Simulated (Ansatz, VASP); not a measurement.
## P (black phosphorene monolayer): VASP beside Ansatz

One calculation is typed for both programs; each brings its own data sets. How far apart do they land? Valence electrons are named where the data sets of a main pair hold unlike numbers.

Main program and level: Ansatz 0.2.0; plane waves, with VASP 6.6.1 beside it; band structure at PBE with D3(BJ).

## (1) The structure

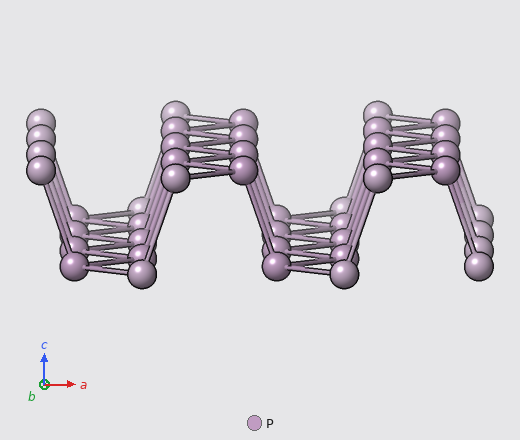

The starting structure, seen nearly edge on (phosphorus pink). 2×3×1 cells are drawn. Some periodic images of atoms are drawn too.

The cell holds 4 atoms: 4 P. Cell: a = 4.439 Å, b = 3.290 Å, c = 20.240 Å, α = 90.0°, β = 90.0°, γ = 90.0°. Vacuum lies along c.

## (2) Ansatz: band structure, PBE with D3(BJ)

Ansatz runs on its default PAW (the set named soft_2) files.

The same path points are solved in both programs, so levels can be compared one by one.

The input, input.yaml:

```yaml
crystal:
  lattice:
    - [4.4393869838, 0.0, 0.0]
    - [0.0, 3.2895064626, 0.0]
    - [0.0, 0.0, 20.24]
  atoms:
    - { symbol: P, position: [0.0826516467, 0.0, 0.4476830114] }
    - { symbol: P, position: [0.4170898279, 0.5, 0.4476572422] }
    - { symbol: P, position: [0.9173483533, 0.0, 0.5523169886] }
    - { symbol: P, position: [0.5829101721, 0.5, 0.5523427578] }
hamiltonian:
  xc: pbe
  pseudopotentials: { kind: paw }
  dispersion: d3bj
kpoints:
  mp_grid: { grid: [8, 10, 1] }
  band_path:
    path:
      - [0.0, 0.0, 0.0]
      - [-0.07692, 0.0, 0.0]
      - [-0.15385, 0.0, 0.0]
      - [-0.26923, 0.0, 0.0]
      - [-0.34615, 0.0, 0.0]
      - [-0.42308, 0.0, 0.0]
      - [-0.5, 0.0, 0.0]
      - [-0.5, -0.07692, 0.0]
      - [-0.5, -0.19231, 0.0]
      - [-0.5, -0.26923, 0.0]
      - [-0.5, -0.34615, 0.0]
      - [-0.5, -0.46154, 0.0]
      - [-0.5, -0.5, 0.0]
      - [-0.42308, -0.5, 0.0]
      - [-0.30769, -0.5, 0.0]
      - [-0.23077, -0.5, 0.0]
      - [-0.11538, -0.5, 0.0]
      - [-0.03846, -0.5, 0.0]
      - [0.0, -0.5, 0.0]
      - [0.0, -0.38462, 0.0]
      - [0.0, -0.30769, 0.0]
      - [0.0, -0.23077, 0.0]
      - [0.0, -0.11538, 0.0]
      - [0.0, -0.03846, 0.0]
      - [-0.03846, -0.03846, 0.0]
      - [-0.11538, -0.11538, 0.0]
      - [-0.19231, -0.19231, 0.0]
      - [-0.30769, -0.30769, 0.0]
      - [-0.38462, -0.38462, 0.0]
      - [-0.5, -0.5, 0.0]
    npoints: 1
scf:
  occupations: { method: fermi_dirac, width: 0.05 }
  n_extra_bands: 8
efield:
  axis: 3
  dipole_correction: true
  ramp_width: 0.04
output:
  forces: true
  eigenvalues: true
  write_density: true
  write_potential: true
  elf: true
  volumetric_format: npy
```

On the command line:

```bash
$ ansatz run input.yaml --threads 2 --pin off --max-ram 4608MiB --backend cpu --events-out ev --progress --plain --runs-dir out
```

Numbers of over 12 decimals in the logs are rounded to 6 here.

The log of the run:

```text
scf.n_extra_bands = 8 over 10 filled bands (N_el = 20.0): the run solves 18 bands
Engine: ansatz 0.2.0, aarch64-unknown-linux-gnu
Pseudopotentials: kind: paw
Pseudopotential: P, paw, valence charge 5, recommended cutoff 420 eV (normal), P.paw.azcp
Functional definition: PBE
  parameter kappa = 0.804
  parameter beta = 0.066725
  exchange = pbe_x(kappa = kappa, mu = beta*pi^2/3)
  correlation = pbe_c(beta = beta)
Crystal: 4 atoms, lattice volume = 295.573 Å³
Basis set: ecut = 420 eV, 5799 PW (Γ), exchange–correlation on 60×48×288 points (8 copies of the dense FFT grid, shifted against one another)
Bands: 18, of which v1, the nominal top of the filled ones, is band 10 counted from 1 (9 counted from 0)
Symmetry: 2 space group operations
k-points: 30 of 80 (time reversal used)
Non-local potential: P, projectors of the file, l = 0: 2, l = 1: 2, l = 2: 2
PAW form: soft (Blöchl's): semilocal exchange-correlation on the pseudo side does not see the compensation charge
PAW one-centre angular grid: P, 110 points (default); XC on 64 Gauss nodes
Initial density: superposition of atomic densities (neutral atoms: chi_scale 0, normalization atom), corrected by the library's trained network
Initial wavefunctions: pseudopotential atomic-orbital guess
Functional: x = pbe(κ = 0.804, μ = 0.219515), c = pbe(β = 0.066725)
SCF iter   1: F=—  HF=-3023.623321 eV  |F-HF|=—  |Δ(HF+E_count)|=         —  Δρ=1.44e-3  dr2=8.41e-3  ethr=1.77e-3  p=0.000 e·Å  D=1.24e-14 V/Å  ΔV_dip=-0.00 eV  dr2_dipole=1.17e-9  V_vac-E_F(+/−)=4.41/4.41 eV  ⟨swp⟩=11.3  Hψ=4956  notcnv=0  defer=3
efield: sawtooth ramp at fractional position 0.9800 (placed from the atoms, in the widest stretch of the axis that holds none; the zero of the levels goes with the place), width 0.0400; the density the first Hamiltonian is built on has a dipole p = 0.000 e·Å; the dipole correction subtracts the counter field D = 1.24e-14 V/Å, which shifts the + side's vacuum level by -0.00 eV against the − side's; the planar-averaged density in the ramp window peaks in size at 2.9e-6 e/Å³
preconditioner: auto → Resta (q_TF=auto, 1.742 Å⁻¹)  ε∞=1.9  [insulator: Δε(μ)=0.728 eV  Ē_g=10.188 eV  σ=0.050 eV  W_gap=1.00  n_scr=24 (ndim 8)  ℏωp=9.7 eV  f_vac=0.680  D(μ)=0.00/eV (n_scr^D=0)  ε∞_Penn≈1.9  vacuum switching on, ρ_ref=7.5e-3 e/Å³]
SCF iter   2: F=—  HF=-3023.623046 eV  |F-HF|=—  |Δ(HF+E_count)|=   2.74e-4  Δρ=6.32e-4  dr2=9.26e-4  ethr=4.20e-5  p=-0.000 e·Å  D=-8.86e-6 V/Å  ΔV_dip=0.00 eV  dr2_dipole=1.17e-8  V_vac-E_F(+/−)=4.49/4.49 eV  ⟨swp⟩=2.5  Hψ=1185  notcnv=0  defer=59
SCF iter   3: F=—  HF=-3023.623081 eV  |F-HF|=—  |Δ(HF+E_count)|=   3.46e-5  Δρ=2.96e-4  dr2=1.60e-4  ethr=4.63e-6  p=0.000 e·Å  D=2.42e-5 V/Å  ΔV_dip=-0.00 eV  dr2_dipole=3.63e-8  V_vac-E_F(+/−)=4.51/4.51 eV  ⟨swp⟩=2.5  Hψ=706  notcnv=0  defer=59
SCF iter   4: F=—  HF=-3023.623162 eV  |F-HF|=—  |Δ(HF+E_count)|=   8.12e-5  Δρ=5.68e-5  dr2=9.18e-6  ethr=8.02e-7  p=-0.000 e·Å  D=-8.70e-5 V/Å  ΔV_dip=0.00 eV  dr2_dipole=5.19e-7  V_vac-E_F(+/−)=4.53/4.53 eV  ⟨swp⟩=2.8  Hψ=855  notcnv=0  defer=59
SCF iter   5: F=—  HF=-3023.623197 eV  |F-HF|=—  |Δ(HF+E_count)|=   3.46e-5  Δρ=2.30e-5  dr2=1.08e-5  ethr=4.59e-8  p=0.000 e·Å  D=1.93e-4 V/Å  ΔV_dip=-0.00 eV  dr2_dipole=2.53e-6  V_vac-E_F(+/−)=4.53/4.54 eV  ⟨swp⟩=2.7  Hψ=849  notcnv=0  defer=61
SCF iter   6: F=—  HF=-3023.623195 eV  |F-HF|=—  |Δ(HF+E_count)|=   1.20e-6  Δρ=1.12e-5  dr2=8.95e-7  ethr=4.59e-8  p=-0.000 e·Å  D=-5.03e-5 V/Å  ΔV_dip=0.00 eV  dr2_dipole=1.65e-7  V_vac-E_F(+/−)=4.54/4.54 eV  ⟨swp⟩=1.9  Hψ=524  notcnv=0  defer=62
SCF iter   7: F=-3023.623196 eV  HF=-3023.623196 eV  |F-HF|=1.46e-8  |Δ(HF+E_count)|=   1.56e-7  Δρ=1.87e-6  dr2=3.01e-8  ethr=5.00e-10  p=-0.000 e·Å  D=-8.12e-6 V/Å  ΔV_dip=0.00 eV  dr2_dipole=4.76e-9  V_vac-E_F(+/−)=4.54/4.54 eV  ⟨swp⟩=17.7  Hψ=5247  notcnv=0
SCF 1 converged in 7 iterations: F = -3023.623196 eV  dr2 = 3.01e-8
  greatest PAW one-centre occupation: 0.810 electrons in one spin orbital (limit 2), on the P atom at site 3 (counted from 0), in its partial waves of l = 0
NSCF: frozen V_eff on 30 k-points
efield: sawtooth ramp at fractional position 0.9800 (kept from the solve that this one continues, or follows in the run), width 0.0400; the density the first Hamiltonian is built on has a dipole p = -0.000 e·Å; the dipole correction subtracts the counter field D = -8.12e-6 V/Å, which shifts the + side's vacuum level by +0.00 eV against the − side's; the planar-averaged density in the ramp window peaks in size at 1.1e-7 e/Å³
SCF converged after 7 iterations
Free energy (F): -3023.623196 eV
Harris-Foulkes:  -3023.623196 eV  (|F-HF|=1.46e-8)
Internal energy: -3023.623172 eV  (E = F + TS)
E sigma→0 (E₀):  -3023.623184 eV
Entropy (-TS):   -0.000024 eV (-0.006 meV/atom)
Fermi energy:    -1.436274 eV
Dipole field:    D = 0.000068 V/Å  (p = 0.000111 e·Å, saw-weighted, corrected)
Work function:   Φ+ = 4.5366 eV   Φ− = 4.5380 eV
Levels:          The Fermi level and band energies are counted from a zero that moves with the ramp; work functions are not
--- Per-component energies (eV) ---
  E_band       = -160.914405
  E_kinetic    = 280.446537
  E_local      = -5521.635103  (includes V_loc(G=0)·N_el)
  E_nonlocal   = 135.795418
  E_hartree    = 2608.170089
  E_xc         = -245.018968
  E_vxc        = -241.709600  (∫ρ·V_xc dr)
  E_paw        = -2277.365173  (= ΣΔE_a)
  E_vpaw       = -30.149558  (= ΣTr[D̂ρ^β])
  E_aug_tail   = 0.000013  (compensation charges beyond the density's cutoff)
  E_efield     = 0.000000  (sawtooth field / dipole correction)
  E_vefield    = 0.000000  (∫n·V_field dr)
  E_ewald      = 1996.976933
  E_disp       = -0.992916  (pairwise vdW)
  E_smearing   = -0.000024  (= −TS)
  E_closure    = 0.000000  (closes the sum)
  Σ components = -3023.623196   (vs F -3023.623196, Δ=0.00e0)
--- Forces (eV/Å), atoms counted from 1 ---
  atom   1  P     -0.02512630     0.00000000    -0.04349857
  atom   2  P      0.03156348     0.00000000    -0.03287603
  atom   3  P      0.02514463     0.00000000     0.04348332
  atom   4  P     -0.03158940     0.00000000     0.03285587
  max |Σ_I F_I| component: 3.54e-5 eV/Å
--- Band table (eV; the first three rows and the last of 30) ---
  k-point 0: bands = [... 6 lower, -5.3009, -3.6981, -3.6002, -1.8189, -1.0864, -0.2669, 0.8963, 1.6340, ... 4 higher]
  k-point 1: bands = [... 6 lower, -5.9247, -4.2177, -3.6387, -1.8401, -0.9708, 0.6913, 0.9785, 1.7854, ... 4 higher]
  k-point 2: bands = [... 6 lower, -6.1188, -4.7987, -3.5254, -2.0659, -0.6289, -0.1418, 2.1243, 2.4182, ... 4 higher]
  k-point 29: bands = [... 6 lower, -6.6846, -6.6843, -3.1183, -3.1166, 0.5735, 0.5797, 2.4186, 2.4189, ... 4 higher]
```

Elapsed: 21 s, on 2 threads of Arm Neoverse N1, shared host; peak memory 0.49 GiB; 41 s of CPU time.

## (3) VASP: band structure, PBE with D3(BJ)

The same cell, functional, mesh and smearing now go to VASP, with its own data sets.

Lines of VASP's logs that name or quote its potential files are left out, and so is its time.

The input, INCAR:

```
SYSTEM = P
PREC = Normal
ENCUT = 340
EDIFF = 1E-06
NELM = 120
ISMEAR = -1
SIGMA = 0.05
LREAL = .FALSE.
ALGO = Fast
GGA = PE
IVDW = 12
NBANDS = 24
LORBIT = 11
LWAVE = .FALSE.
LCHARG = .TRUE.
IDIPOL = 3
LDIPOL = .TRUE.
DIPOL = 0.5 0.5 0.5
LVHAR = .TRUE.
LVACPOTAV = .TRUE.
LELF = .TRUE.
NEDOS = 1500
```

The input, POSCAR:

```
P
1.0
    4.4393869838      0.0000000000      0.0000000000
    0.0000000000      3.2895064626      0.0000000000
    0.0000000000      0.0000000000     20.2400000000
P
4
Direct
    0.0826516467      0.0000000000      0.4476830114
    0.4170898279      0.5000000000      0.4476572422
    0.9173483533      0.0000000000      0.5523169886
    0.5829101721      0.5000000000      0.5523427578
```

The input, KPOINTS:

```
Automatic mesh
0
Gamma
8 10 1
0 0 0
```

The input, KPOINTS_OPT:

```
Line mode
14
Line-mode
Reciprocal
  0.00000000   0.00000000   0.00000000 GAMMA
 -0.50000000   0.00000000   0.00000000 X

 -0.50000000   0.00000000   0.00000000 X
 -0.50000000  -0.50000000   0.00000000 S

 -0.50000000  -0.50000000   0.00000000 S
  0.00000000  -0.50000000   0.00000000 Y

  0.00000000  -0.50000000   0.00000000 Y
  0.00000000   0.00000000   0.00000000 GAMMA

  0.00000000   0.00000000   0.00000000 GAMMA
 -0.50000000  -0.50000000   0.00000000 S
```

PAW data sets: P (PBE family, release 64).

On the command line:

```bash
$ mpirun -np 2 vasp_std
```

The log of the run:

```text
[banner, memory and clock lines left out]
running    2 mpi-ranks, on    1 nodes
 distrk:  each k-point on    2 cores,    1 groups
 distr:  one band on    1 cores,    2 groups

 POSCAR found type information on POSCAR P
 POSCAR found :  1 types and       4 ions
 LDA part: xc-table for (Slater+PW92), standard interpolation
 POSCAR, INCAR and KPOINTS ok, starting setup
 FFT: planning ... GRIDC
 FFT: planning ... GRID_SOFT
 FFT: planning ... GRID
 WAVECAR not read
 entering main loop
       N       E                     dE             d eps       ncg     rms          rms(c)
DAV:   1     0.943330013508E+02    0.94333E+02   -0.50059E+03  1448   0.423E+02
DAV:   2    -0.112880426041E+02   -0.10562E+03   -0.10013E+03  2072   0.109E+02
DAV:   3    -0.214160502382E+02   -0.10128E+02   -0.10042E+02  1872   0.359E+01
DAV:   4    -0.216490268758E+02   -0.23298E+00   -0.23285E+00  2152   0.665E+00
DAV:   5    -0.216521536178E+02   -0.31267E-02   -0.31267E-02  2072   0.655E-01    0.104E+01
RMM:   6    -0.215008783251E+02    0.15128E+00   -0.62085E-02  1656   0.870E-01    0.623E+00
RMM:   7    -0.214287479088E+02    0.72130E-01   -0.14365E-01  1894   0.137E+00    0.284E-01
RMM:   8    -0.214272113399E+02    0.15366E-02   -0.11461E-02  1817   0.498E-01    0.959E-02
RMM:   9    -0.214271852923E+02    0.26048E-04   -0.21213E-03  2022   0.212E-01    0.111E-01
RMM:  10    -0.214271438619E+02    0.41430E-04   -0.42474E-04  1941   0.927E-02    0.548E-02
RMM:  11    -0.214271970339E+02   -0.53172E-04   -0.40602E-04  1938   0.661E-02    0.392E-02
RMM:  12    -0.214274876935E+02   -0.29066E-03   -0.91158E-05  2000   0.370E-02    0.203E-02
RMM:  13    -0.214277847297E+02   -0.29704E-03   -0.76793E-05  1986   0.270E-02    0.437E-03
RMM:  14    -0.214279358911E+02   -0.15116E-03   -0.20977E-05  2035   0.158E-02    0.613E-03
RMM:  15    -0.214279733597E+02   -0.37469E-04   -0.46786E-06  1871   0.761E-03    0.492E-03
RMM:  16    -0.214280009579E+02   -0.27598E-04   -0.23030E-06  1794   0.469E-03    0.937E-04
RMM:  17    -0.214280043423E+02   -0.33844E-05   -0.49924E-07  1680   0.235E-03    0.129E-03
RMM:  18    -0.214280140485E+02   -0.97062E-05   -0.35556E-07  1641   0.173E-03    0.404E-04
RMM:  19    -0.214280175614E+02   -0.35129E-05   -0.68331E-08  1412   0.974E-04    0.229E-04
RMM:  20    -0.214280219106E+02   -0.43492E-05   -0.80989E-08  1459   0.931E-04    0.163E-04
RMM:  21    -0.214280226184E+02   -0.70777E-06   -0.77597E-09  1245   0.672E-04
|                                                                             |
|           W    W    AA    RRRRR   N    N  II  N    N   GGGG   !!!           |
|           W    W   A  A   R    R  NN   N  II  NN   N  G    G  !!!           |
|           W    W  A    A  R    R  N N  N  II  N N  N  G       !!!           |
|           W WW W  AAAAAA  RRRRR   N  N N  II  N  N N  G  GGG   !            |
|           WW  WW  A    A  R   R   N   NN  II  N   NN  G    G                |
|           W    W  A    A  R    R  N    N  II  N    N   GGGG   !!!           |
|                                                                             |
|     Did not find any points to average over, which means that no vacuum     |
|     field-free region was found. Please increase the size of  your cell     |
|     in the dimension of the dipole correction to obtain accurate            |
|     workfunction values.                                                    |
|                                                                             |

   1 F= -.22420868E+02 E0= -.22420857E+02  d E =-.220630E-04
 Start KPOINTS_OPT (optional k-point list driver)
k-point batch [1-30\70]
       N       E                     dE             ncg
DAV:   1    -0.158512674956E+04   -0.11091E+05     1440
DAV:   2    -0.460739117265E+04   -0.30223E+04     2104
DAV:   3    -0.491384658745E+04   -0.30646E+03     1960
DAV:   4    -0.492035047290E+04   -0.65039E+01     2112
DAV:   5    -0.492045219634E+04   -0.10172E+00     2120
DAV:   6    -0.492045454488E+04   -0.23485E-02     2136
DAV:   7    -0.492045460852E+04   -0.63641E-04     2144
DAV:   8    -0.492045461069E+04   -0.21689E-05     1816
DAV:   9    -0.492045461082E+04   -0.12756E-06     1392
[...]
k-point batch [61-70\70]
       N       E                     dE             ncg
DAV:   1     0.404012569873E+04   -0.47685E+04      480
DAV:   2     0.300085792575E+04   -0.10393E+04      680
DAV:   3     0.290857641296E+04   -0.92282E+02      632
DAV:   4     0.290653887517E+04   -0.20375E+01      688
DAV:   5     0.290651494046E+04   -0.23935E-01      712
DAV:   6     0.290651423301E+04   -0.70745E-03      712
DAV:   7     0.290651420338E+04   -0.29631E-04      712
DAV:   8     0.290651420157E+04   -0.18125E-05      600
DAV:   9     0.290651420154E+04   -0.27688E-07      464
```

[end of part 1 of 2]

[Lines on the potential files, build, host, timing and source positions are cut from VASP's logs without a mark.]

[Logs are printed without paths, hosts, clocks, repeated set-up lines and the standing remarks that a program may print on its own settings, such as how far it seeks lower states.]

[Hosts, paths, dates, database ids (printed as entryN), source tags and the programs' standing remarks are cut or masked in the printed files.]
